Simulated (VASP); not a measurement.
Band structure of Sr2HN (space group R-3m). All values below come from LDA (Ceperley-Alder, Perdew-Zunger) with spin-orbit coupling, VASP's LDA PAW potentials (set 64) (plane waves; VASP).

The path is coarsely sampled, so an indirect gap can come out somewhat too large.

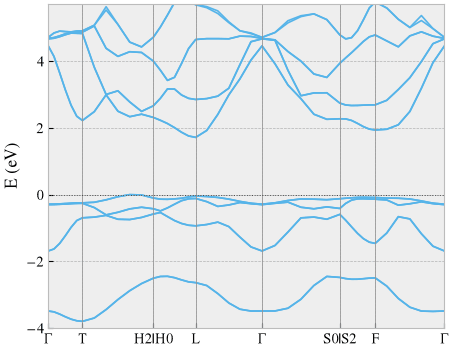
Figure. Bands along high-symmetry lines, zero at the valence-band maximum or, without a gap, the Fermi level

Question: Read the plot: is there a gap, and where are the band edges?

Answer: The gap is indirect, 1.72 eV, from the valence maximum at T-H2 at 0.67 to the conduction minimum at L.

The structure comes from a computed database's Sr2HN entry (R-3m); how it stands against other phases isn't given here. It was relaxed first, which changed the volume by -6 %.
